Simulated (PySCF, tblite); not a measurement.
# CH7FOSi2: a rotation path, then NMR shifts on frames

Aim: move CH7FOSi2 (`FC[SiH2]O[SiH3]`) away from its starting geometry and see how NMR shifts follow the geometry.

Computed with tblite 0.8.0 and PySCF 2.14.0, with density-fitted response routines of our own, on a single molecule in the gas phase. Atoms are numbered from 0 throughout.

## 1. The molecule as given

12 atoms, charge 0, multiplicity 1; geometry from: GFN2-xTB.

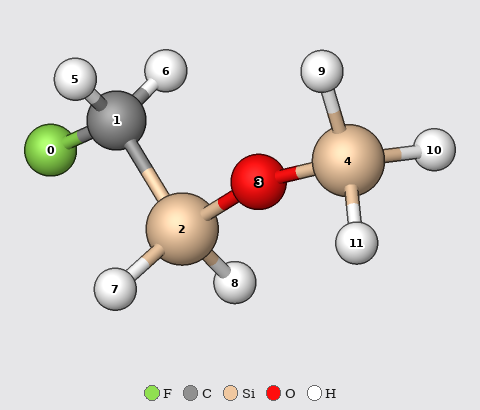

As it starts; fluorine green, carbon grey, silicon light orange, oxygen red, hydrogen white, atoms numbered.

## 2. A band between two rotamers with GFN2-xTB

What the job is given:

```
{"job": {"kind": "neb", "xc": "GFN2-xTB", "basis": "xTB", "atoms": [0, 1, 2, 3], "turn": 120}, "charge": 0, "multiplicity": 1}
F     -3.125307    -0.876210     0.265345
C     -2.035064    -0.030539     0.181115
Si    -0.396421    -1.013360     0.317221
O      0.758399     0.100892     0.136255
Si     2.147715     0.898407    -0.129533
H     -2.155982     0.702224     0.984551
H     -2.129924     0.494731    -0.773877
H     -0.255245    -1.605884     1.644618
H     -0.288819    -1.990233    -0.763279
H      1.900050     2.246754     0.372757
H      2.378878     0.868804    -1.571399
H      3.202916     0.203728     0.604357
```

Method: GFN2-xTB climbing-image nudged elastic band, gas phase.

Command:

```
$ OMP_NUM_THREADS=1 python probes_run.py task.json out
```

This one command runs all jobs of the session in turn.

Standard output:

```text
image   E - E0 / eV
  0       0.0000
  1       0.0018
  2       0.0133
  3       0.0300
  4       0.0444
  5       0.0504
  6       0.0471
  7       0.0395
  8       0.0257
```

Run time: 8.2 s. Hardware: 1 thread, shared host.

The final band, with the dihedral F0–C1–Si2–O3:

| image | dihedral (°) | energy (eV) | energy (kcal/mol) |
| --- | --- | --- | --- |
| 0 | 178 | 0.000 | 0.0 |
| 1 | 190 | 0.002 | 0.0 |
| 2 | 204 | 0.013 | 0.3 |
| 3 | 218 | 0.030 | 0.7 |
| 4 | 233 | 0.044 | 1.0 |
| 5 | 248 | 0.050 | 1.2 |
| 6 | 265 | 0.047 | 1.1 |
| 7 | 287 | 0.039 | 0.9 |
| 8 | 295 | 0.026 | 0.6 |

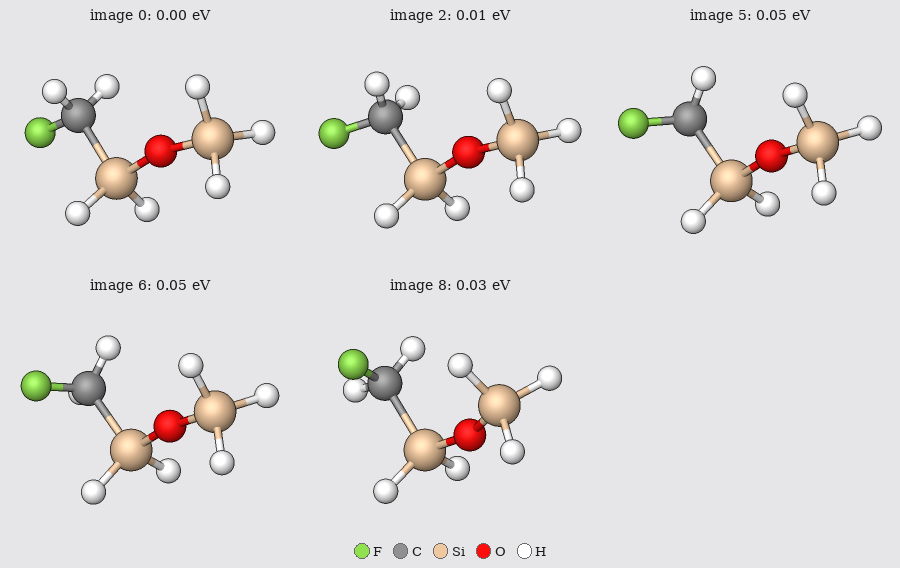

Images along the band.

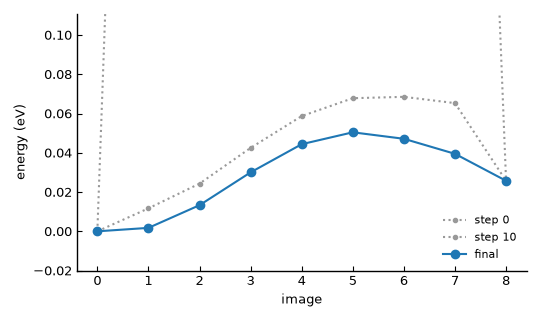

Energy along the band, early and final.

## 3. Shielding tensors: image 0, PBE0/pcSseg-1

What the job is given:

```
{"job": {"kind": "nmr", "xc": "PBE0", "basis": "pcSseg-1", "pop": false}, "charge": 0, "multiplicity": 1}
F     -3.125300    -0.876200     0.265300
C     -2.035100    -0.030500     0.181100
Si    -0.396400    -1.013400     0.317200
O      0.758400     0.100900     0.136300
Si     2.147700     0.898400    -0.129500
H     -2.156000     0.702200     0.984600
H     -2.129900     0.494700    -0.773900
H     -0.255200    -1.605900     1.644600
H     -0.288800    -1.990200    -0.763300
H      1.900000     2.246800     0.372800
H      2.378900     0.868800    -1.571400
H      3.202900     0.203700     0.604400
```

Level: GIAO PBE0/pcSseg-1 NMR shielding, non-relativistic, gas phase.

Standard output:

```text
coarse grid: 10848 points
cycle   1  E = -795.7432854718  dE =  3.382e-01  |g| = 8.375e-01  |ddm| = 3.035e+00
cycle   2  E = -795.5514094882  dE =  1.919e-01  |g| = 1.324e+00  |ddm| = 1.539e+00
cycle   3  E = -795.8582827048  dE = -3.069e-01  |g| = 9.988e-02  |ddm| = 1.101e+00
cycle   4  E = -795.8597850969  dE = -1.502e-03  |g| = 5.416e-02  |ddm| = 1.121e-01
cycle   5  E = -795.8602049487  dE = -4.199e-04  |g| = 9.596e-03  |ddm| = 3.284e-02
cycle   6  E = -795.8602182137  dE = -1.327e-05  |g| = 2.985e-03  |ddm| = 7.356e-03
cycle   7  E = -795.8602201014  dE = -1.888e-06  |g| = 4.677e-04  |ddm| = 2.362e-03
final grid: 95480 points
cycle   8  E = -795.9054024294  dE = -1.411e-05  |g| = 8.812e-03  |ddm| = 1.294e-02
cycle   9  E = -795.9053856478  dE =  1.678e-05  |g| = 1.318e-02  |ddm| = 1.340e-02
cycle  10  E = -795.9054166045  dE = -3.096e-05  |g| = 7.920e-04  |ddm| = 8.274e-03
cycle  11  E = -795.9054167260  dE = -1.216e-07  |g| = 2.235e-04  |ddm| = 7.428e-04
cycle  12  E = -795.9054167351  dE = -9.024e-09  |g| = 7.399e-05  |ddm| = 1.628e-04
cycle  13  E = -795.9054167358  dE = -7.140e-10  |g| = 1.816e-05  |ddm| = 4.652e-05
converged SCF energy = -795.9054167358

GIAO shielding tensors (ppm)
atom      isotropic    diamagn.    paramagn.     s11        s22        s33       span
  0 F      485.270     469.149      16.121    442.196    488.605    525.011     82.815
  1 C      108.880     250.708    -141.828     62.003     79.986    184.650    122.647
  2 Si     382.720     879.672    -496.952    353.839    370.945    423.376     69.537
  3 O      336.606     398.405     -61.799    256.047    367.226    386.546    130.499
  4 Si     389.882     879.751    -489.869    353.715    356.439    459.491    105.776
  5 H       26.714      30.332      -3.618     23.112     26.320     30.708      7.596
  6 H       26.781      30.823      -4.043     23.142     26.364     30.836      7.694
  7 H       26.559      29.073      -2.514     23.276     25.314     31.087      7.811
  8 H       26.567      29.310      -2.742     23.296     25.403     31.003      7.707
  9 H       26.642      29.464      -2.822     23.036     25.276     31.612      8.576
 10 H       26.569      29.309      -2.740     23.163     25.101     31.443      8.280
 11 H       26.552      28.710      -2.158     23.166     25.004     31.486      8.320
```

Wall time 26 s (1 thread, shared host).

Shifts follow as δ = σ(reference) − σ, with reference shieldings (ppm) from runs at the same level and on the same kind of geometry: ¹H TMS 31.72, ¹³C TMS 186.9, ²⁹Si TMS 349.2, ¹⁹F CFCl3 170.9, ¹⁷O H2O 336.1. The references are single molecules in the gas phase, so shifts against H2O, NH3, PH3, H3PO4 or CFCl3 are not on the usual liquid scales and can be off by tens of ppm. Each atom is listed at this fixed geometry, with no averaging over motion; a spectrum would average atoms that exchange fast.

| atoms | environment | σ (ppm) | δ (ppm) |
| --- | --- | --- | --- |
| C1 | sp3 CH2 bonded to F and Si | 108.9 | 78.0 |
| H11 | hydrogen on a silicon bonded to O | 26.55 | 5.17 |
| H7 | hydrogen on a silicon bonded to C, O | 26.56 | 5.16 |
| H8 | hydrogen on a silicon bonded to C, O | 26.57 | 5.15 |
| H10 | hydrogen on a silicon bonded to O | 26.57 | 5.15 |
| H9 | hydrogen on a silicon bonded to O | 26.64 | 5.08 |
| H5 | hydrogen on an sp3 CH2 bonded to F and Si | 26.71 | 5.00 |
| H6 | hydrogen on an sp3 CH2 bonded to F and Si | 26.78 | 4.94 |
| F0 | fluorine on an sp3 carbon | 485.3 | -314.3 |
| Si2 | silicon bonded to C, O, 2 H | 382.7 | -33.6 |
| Si4 | silicon bonded to O, 3 H | 389.9 | -40.7 |
| O3 | oxygen bonded to 2 Si | 336.6 | -0.5 |

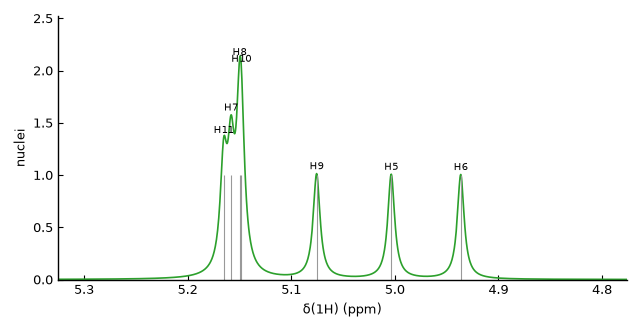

¹H lines at the computed shifts, without couplings. Lines are broadened to a width of 0.01 ppm (Lorentzian).

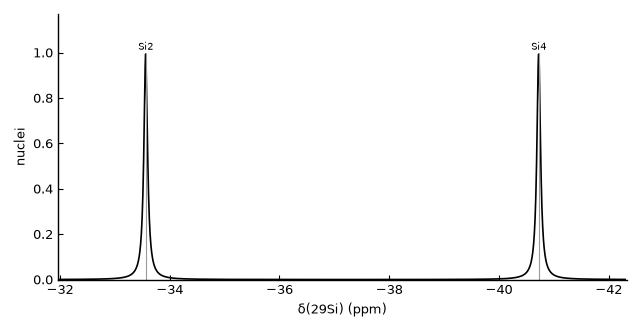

²⁹Si lines at the computed shifts, without couplings. Lines are broadened to a width of 0.08 ppm (Lorentzian).

## 4. NMR shieldings: image 2, PBE0/pcSseg-1

What the job is given:

```
{"job": {"kind": "nmr", "xc": "PBE0", "basis": "pcSseg-1", "pop": false}, "charge": 0, "multiplicity": 1}
F     -3.065600    -0.744400     0.763200
C     -2.047700    -0.044300     0.142000
Si    -0.398900    -1.017700     0.239400
O      0.759600     0.098800     0.091700
Si     2.158400     0.908600    -0.066200
H     -1.990600     0.924500     0.645900
H     -2.385100     0.125100    -0.884200
H     -0.265900    -1.661300     1.541800
H     -0.285200    -1.948300    -0.882000
H      1.908400     2.219000     0.529800
H      2.425300     0.982400    -1.500800
H      3.188500     0.156800     0.647700
```

Method: GIAO PBE0/pcSseg-1 NMR shielding, non-relativistic, gas phase.

Standard output:

```text
coarse grid: 10848 points
cycle   1  E = -795.7417457687  dE =  3.373e-01  |g| = 8.395e-01  |ddm| = 3.033e+00
cycle   2  E = -795.5467471571  dE =  1.950e-01  |g| = 1.332e+00  |ddm| = 1.547e+00
cycle   3  E = -795.8574562407  dE = -3.107e-01  |g| = 9.973e-02  |ddm| = 1.109e+00
cycle   4  E = -795.8589564138  dE = -1.500e-03  |g| = 5.421e-02  |ddm| = 1.121e-01
cycle   5  E = -795.8593777575  dE = -4.213e-04  |g| = 9.665e-03  |ddm| = 3.269e-02
cycle   6  E = -795.8593912101  dE = -1.345e-05  |g| = 2.981e-03  |ddm| = 7.366e-03
cycle   7  E = -795.8593930876  dE = -1.878e-06  |g| = 4.743e-04  |ddm| = 2.360e-03
final grid: 95480 points
cycle   8  E = -795.9046634225  dE = -1.514e-05  |g| = 8.738e-03  |ddm| = 1.364e-02
cycle   9  E = -795.9046469023  dE =  1.652e-05  |g| = 1.306e-02  |ddm| = 1.337e-02
cycle  10  E = -795.9046773956  dE = -3.049e-05  |g| = 8.094e-04  |ddm| = 8.249e-03
cycle  11  E = -795.9046775229  dE = -1.273e-07  |g| = 2.182e-04  |ddm| = 7.548e-04
cycle  12  E = -795.9046775317  dE = -8.738e-09  |g| = 7.458e-05  |ddm| = 1.616e-04
cycle  13  E = -795.9046775324  dE = -7.287e-10  |g| = 1.859e-05  |ddm| = 4.636e-05
converged SCF energy = -795.9046775324

GIAO shielding tensors (ppm)
atom      isotropic    diamagn.    paramagn.     s11        s22        s33       span
  0 F      481.477     469.206      12.271    432.227    491.159    521.044     88.817
  1 C      107.903     250.617    -142.714     61.851     80.603    181.254    119.403
  2 Si     380.042     879.657    -499.615    354.681    363.399    422.047     67.366
  3 O      334.756     398.247     -63.491    253.074    363.151    388.042    134.968
  4 Si     390.250     879.704    -489.455    354.545    356.880    459.324    104.779
  5 H       26.817      30.903      -4.086     23.050     26.420     30.982      7.931
  6 H       26.633      30.160      -3.528     23.103     26.177     30.618      7.514
  7 H       26.561      29.086      -2.525     23.347     25.504     30.832      7.485
  8 H       26.547      29.359      -2.812     23.091     25.316     31.234      8.143
  9 H       26.583      29.399      -2.815     23.003     25.255     31.492      8.489
 10 H       26.580      29.237      -2.657     23.138     25.072     31.530      8.392
 11 H       26.533      28.704      -2.171     23.175     25.007     31.418      8.243
```

It took 23 s on 1 thread, shared host.

Key values: δ C1 79.0, F0 -310.5, Si2 -30.9, Si4 -41.1, H11 5.18, H8 5.17 ppm.

## 5. NMR shieldings: image 5, PBE0/pcSseg-1

What the job is given:

```
{"job": {"kind": "nmr", "xc": "PBE0", "basis": "pcSseg-1", "pop": false}, "charge": 0, "multiplicity": 1}
F     -2.737300    -0.208700     1.293100
C     -2.061400    -0.071800     0.093500
Si    -0.401400    -1.038200     0.128900
O      0.784300     0.056500     0.116300
Si     2.158900     0.919900     0.041400
H     -1.918700     1.002000    -0.053400
H     -2.747100    -0.437400    -0.674900
H     -0.305200    -1.812900     1.359300
H     -0.278700    -1.833900    -1.092200
H      1.875000     2.172800     0.736900
H      2.434400     1.119800    -1.380100
H      3.198400     0.131300     0.699300
```

Method: GIAO PBE0/pcSseg-1 NMR shielding, non-relativistic, gas phase.

Standard output:

```text
coarse grid: 10848 points
cycle   1  E = -795.7373396180  dE =  3.389e-01  |g| = 8.478e-01  |ddm| = 3.027e+00
cycle   2  E = -795.5291987250  dE =  2.081e-01  |g| = 1.363e+00  |ddm| = 1.598e+00
cycle   3  E = -795.8561991574  dE = -3.270e-01  |g| = 9.671e-02  |ddm| = 1.149e+00
cycle   4  E = -795.8576082283  dE = -1.409e-03  |g| = 5.358e-02  |ddm| = 1.107e-01
cycle   5  E = -795.8580265987  dE = -4.184e-04  |g| = 9.784e-03  |ddm| = 3.344e-02
cycle   6  E = -795.8580400867  dE = -1.349e-05  |g| = 2.934e-03  |ddm| = 7.262e-03
cycle   7  E = -795.8580418643  dE = -1.778e-06  |g| = 5.044e-04  |ddm| = 2.335e-03
final grid: 95480 points
cycle   8  E = -795.9030429326  dE = -1.470e-05  |g| = 8.775e-03  |ddm| = 1.322e-02
cycle   9  E = -795.9030260723  dE =  1.686e-05  |g| = 1.315e-02  |ddm| = 1.341e-02
cycle  10  E = -795.9030571297  dE = -3.106e-05  |g| = 8.379e-04  |ddm| = 8.271e-03
cycle  11  E = -795.9030572682  dE = -1.384e-07  |g| = 2.051e-04  |ddm| = 7.960e-04
cycle  12  E = -795.9030572760  dE = -7.820e-09  |g| = 7.097e-05  |ddm| = 1.566e-04
cycle  13  E = -795.9030572766  dE = -6.582e-10  |g| = 1.919e-05  |ddm| = 4.451e-05
converged SCF energy = -795.9030572766

GIAO shielding tensors (ppm)
atom      isotropic    diamagn.    paramagn.     s11        s22        s33       span
  0 F      469.862     470.426      -0.565    415.777    494.753    499.055     83.278
  1 C      103.038     249.713    -146.675     62.915     81.347    164.853    101.938
  2 Si     371.700     879.705    -508.005    332.246    364.657    418.195     85.949
  3 O      329.783     397.433     -67.650    243.987    354.011    391.353    147.366
  4 Si     391.138     879.616    -488.477    355.619    358.636    459.159    103.540
  5 H       26.707      31.073      -4.366     23.248     26.310     30.562      7.314
  6 H       26.769      29.087      -2.318     22.852     26.355     31.101      8.249
  7 H       26.441      29.038      -2.596     23.271     25.315     30.737      7.466
  8 H       26.563      29.549      -2.986     22.698     25.539     31.451      8.753
  9 H       26.487      29.335      -2.848     22.964     25.185     31.312      8.348
 10 H       26.547      29.201      -2.654     23.156     25.038     31.446      8.290
 11 H       26.511      28.645      -2.134     23.152     24.974     31.408      8.256
```

Run time: 24 s. Hardware: 1 thread, shared host.

Key values: δ C1 83.9, F0 -298.9, Si2 -22.5, Si4 -42.0, H7 5.28, H9 5.23 ppm.

## 6. NMR shieldings: image 6, PBE0/pcSseg-1

What the job is given:

```
{"job": {"kind": "nmr", "xc": "PBE0", "basis": "pcSseg-1", "pop": false}, "charge": 0, "multiplicity": 1}
F     -2.566100     0.043100     1.364300
C     -2.063400    -0.083700     0.081600
Si    -0.402300    -1.045000     0.089900
O      0.792200     0.037400     0.128200
Si     2.154600     0.922800     0.081900
H     -1.961400     0.933500    -0.305600
H     -2.839100    -0.596000    -0.492800
H     -0.314800    -1.868400     1.289200
H     -0.286800    -1.787100    -1.165100
H      1.858400     2.151200     0.814200
H      2.429600     1.169000    -1.332800
H      3.200400     0.122300     0.715000
```

Method: GIAO PBE0/pcSseg-1 NMR shielding, non-relativistic, gas phase.

Standard output:

```text
coarse grid: 10848 points
cycle   1  E = -795.7380821922  dE =  3.404e-01  |g| = 8.490e-01  |ddm| = 3.028e+00
cycle   2  E = -795.5262703818  dE =  2.118e-01  |g| = 1.371e+00  |ddm| = 1.624e+00
cycle   3  E = -795.8576021021  dE = -3.313e-01  |g| = 9.458e-02  |ddm| = 1.165e+00
cycle   4  E = -795.8589459830  dE = -1.344e-03  |g| = 5.283e-02  |ddm| = 1.102e-01
cycle   5  E = -795.8593568101  dE = -4.108e-04  |g| = 9.769e-03  |ddm| = 3.449e-02
cycle   6  E = -795.8593700710  dE = -1.326e-05  |g| = 2.897e-03  |ddm| = 7.213e-03
cycle   7  E = -795.8593717815  dE = -1.710e-06  |g| = 5.139e-04  |ddm| = 2.303e-03
final grid: 95480 points
cycle   8  E = -795.9039345849  dE = -1.329e-05  |g| = 8.720e-03  |ddm| = 1.352e-02
cycle   9  E = -795.9039178473  dE =  1.674e-05  |g| = 1.308e-02  |ddm| = 1.348e-02
cycle  10  E = -795.9039486629  dE = -3.082e-05  |g| = 8.492e-04  |ddm| = 8.267e-03
cycle  11  E = -795.9039488065  dE = -1.436e-07  |g| = 1.856e-04  |ddm| = 7.994e-04
cycle  12  E = -795.9039488129  dE = -6.362e-09  |g| = 6.989e-05  |ddm| = 1.506e-04
cycle  13  E = -795.9039488135  dE = -6.332e-10  |g| = 1.940e-05  |ddm| = 4.405e-05
converged SCF energy = -795.9039488135

GIAO shielding tensors (ppm)
atom      isotropic    diamagn.    paramagn.     s11        s22        s33       span
  0 F      470.545     471.223      -0.678    421.222    487.346    503.066     81.845
  1 C      102.426     249.276    -146.850     63.284     81.694    162.299     99.016
  2 Si     373.117     879.727    -506.610    328.562    368.341    422.448     93.885
  3 O      330.923     397.212     -66.289    246.164    355.809    390.795    144.631
  4 Si     390.993     879.614    -488.621    354.913    359.028    459.039    104.126
  5 H       26.672      30.911      -4.239     23.272     26.233     30.512      7.240
  6 H       26.939      28.747      -1.808     22.925     26.539     31.354      8.429
  7 H       26.412      29.021      -2.609     23.137     25.167     30.931      7.794
  8 H       26.633      29.571      -2.938     22.758     25.624     31.518      8.760
  9 H       26.476      29.350      -2.874     22.960     25.174     31.292      8.332
 10 H       26.522      29.209      -2.687     23.156     25.014     31.397      8.242
 11 H       26.504      28.637      -2.133     23.125     24.972     31.417      8.292
```

Run time: 27 s. Hardware: 1 thread, shared host.

This run: δ C1 84.5, F0 -299.6, Si2 -24.0, Si4 -41.8, H7 5.31, H9 5.24 ppm.

## 7. NMR shieldings: image 8, PBE0/pcSseg-1

What the job is given:

```
{"job": {"kind": "nmr", "xc": "PBE0", "basis": "pcSseg-1", "pop": false}, "charge": 0, "multiplicity": 1}
F     -1.910500     0.704300     1.241300
C     -1.914700    -0.020000     0.062600
Si    -0.393900    -1.185800    -0.010800
O      0.947600    -0.295900    -0.069700
Si     2.006200     0.920100     0.168300
H     -1.919500     0.717200    -0.744900
H     -2.864300    -0.559400     0.041600
H     -0.350000    -2.002600     1.197500
H     -0.444000    -1.928300    -1.267600
H      1.400200     1.904000     1.058800
H      2.263100     1.464900    -1.163700
H      3.181000     0.280800     0.755000
```

Method: GIAO PBE0/pcSseg-1 NMR shielding, non-relativistic, gas phase.

Standard output:

```text
coarse grid: 10848 points
cycle   1  E = -795.7384057585  dE =  3.428e-01  |g| = 8.475e-01  |ddm| = 3.027e+00
cycle   2  E = -795.5223937783  dE =  2.160e-01  |g| = 1.377e+00  |ddm| = 1.642e+00
cycle   3  E = -795.8580091152  dE = -3.356e-01  |g| = 9.216e-02  |ddm| = 1.177e+00
cycle   4  E = -795.8592994941  dE = -1.290e-03  |g| = 5.152e-02  |ddm| = 1.103e-01
cycle   5  E = -795.8597008678  dE = -4.014e-04  |g| = 9.776e-03  |ddm| = 3.579e-02
cycle   6  E = -795.8597138607  dE = -1.299e-05  |g| = 2.920e-03  |ddm| = 7.155e-03
cycle   7  E = -795.8597155479  dE = -1.687e-06  |g| = 5.205e-04  |ddm| = 2.266e-03
final grid: 95480 points
cycle   8  E = -795.9050442490  dE = -1.623e-05  |g| = 8.695e-03  |ddm| = 1.356e-02
cycle   9  E = -795.9050272058  dE =  1.704e-05  |g| = 1.312e-02  |ddm| = 1.339e-02
cycle  10  E = -795.9050581089  dE = -3.090e-05  |g| = 8.344e-04  |ddm| = 8.334e-03
cycle  11  E = -795.9050582454  dE = -1.366e-07  |g| = 2.039e-04  |ddm| = 8.162e-04
cycle  12  E = -795.9050582535  dE = -8.107e-09  |g| = 6.442e-05  |ddm| = 1.618e-04
cycle  13  E = -795.9050582541  dE = -5.223e-10  |g| = 2.062e-05  |ddm| = 4.304e-05
converged SCF energy = -795.9050582541

GIAO shielding tensors (ppm)
atom      isotropic    diamagn.    paramagn.     s11        s22        s33       span
  0 F      474.951     473.829       1.121    426.152    479.845    518.855     92.704
  1 C      103.917     248.874    -144.957     61.503     83.356    166.892    105.389
  2 Si     378.831     879.480    -500.649    339.179    366.011    431.302     92.122
  3 O      335.919     398.298     -62.379    253.832    363.907    390.017    136.185
  4 Si     388.671     879.521    -490.849    352.608    355.368    458.039    105.431
  5 H       26.670      30.739      -4.069     23.015     25.799     31.196      8.181
  6 H       27.073      28.525      -1.452     23.302     26.333     31.584      8.282
  7 H       26.435      29.020      -2.585     22.889     24.873     31.544      8.655
  8 H       26.754      29.146      -2.391     23.160     25.370     31.733      8.574
  9 H       26.482      29.900      -3.419     22.868     25.721     30.856      7.988
 10 H       26.522      29.304      -2.783     23.153     24.900     31.511      8.359
 11 H       26.513      28.608      -2.094     23.046     24.922     31.571      8.525
```

It took 24 s on 1 thread, shared host.

This run: δ C1 83.0, F0 -304.0, Si2 -29.7, Si4 -39.5, H7 5.28, H9 5.24 ppm.

## 8. Comparing the runs: NMR shifts

Shifts (ppm) of some atoms, chosen among heavy atoms and hydrogens apart, with basis size and wall time:

| frame | C1 | H8 | H6 | F0 | Si2 | Si4 | O3 | functions | time |
| --- | --- | --- | --- | --- | --- | --- | --- | --- | --- |
| image 0 | 78.0 | 5.15 | 4.94 | -314.3 | -33.6 | -40.7 | -0.5 | 134 | 26 s |
| image 2 | 79.0 | 5.17 | 5.08 | -310.5 | -30.9 | -41.1 | 1.3 | 134 | 23 s |
| image 5 | 83.9 | 5.15 | 4.95 | -298.9 | -22.5 | -42.0 | 6.3 | 134 | 24 s |
| image 6 | 84.5 | 5.08 | 4.78 | -299.6 | -24.0 | -41.8 | 5.2 | 134 | 27 s |
| image 8 | 83.0 | 4.96 | 4.64 | -304.0 | -29.7 | -39.5 | 0.2 | 134 | 24 s |

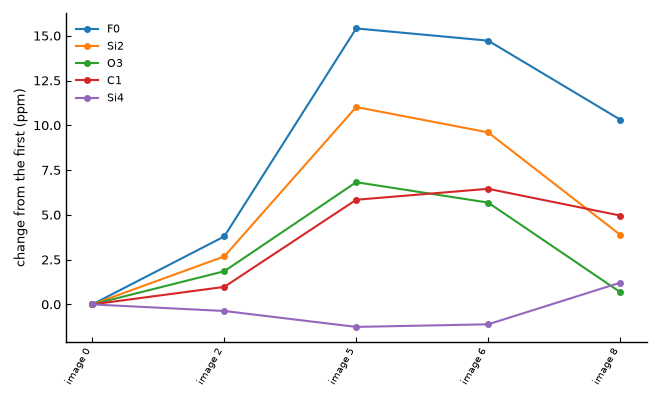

How five of the tabulated atoms move from run to run.

## 9. Summary of results

| quantity | value |
| --- | --- |
| barrier | 0.050 eV (1.2 kcal/mol) at image 5 |
| end to end (GFN2-xTB) | 0.026 eV |
| ¹³C shifts against TMS (PBE0/pcSseg-1, image 0) | 78.0 ppm |
| ¹H shifts against TMS (PBE0/pcSseg-1, image 0) | 5.17, 5.16, 5.15, 5.15, 5.08, 5.00, 4.94 ppm |
| ¹⁹F shifts against CFCl3 (PBE0/pcSseg-1, image 0) | -314.3 ppm |
| ²⁹Si shifts against TMS (PBE0/pcSseg-1, image 0) | -33.6, -40.7 ppm |
| ¹⁷O shifts against H2O (PBE0/pcSseg-1, image 0) | -0.5 ppm |
| range of the shift of F0 | -314.3 to -298.9 ppm |

Along the band the dihedral turns by 117°, and the top (dihedral 248°) lies 1.2 kcal/mol above the start (GFN2-xTB, rough), so at room temperature this motion is fast. Ends this close can change order at a higher level. The top was not checked by a frequency run. Shifts at one fixed geometry are not the observed spectrum, which averages over the motion. In the first frame run (image 0): Shielding is most anisotropic at O3 (span 130 ppm, paramagnetic term -62 ppm). In ppm, F0 moves most: its shift spreads over 15.4 ppm, from -314.3 (image 0) to -298.9 (image 5).
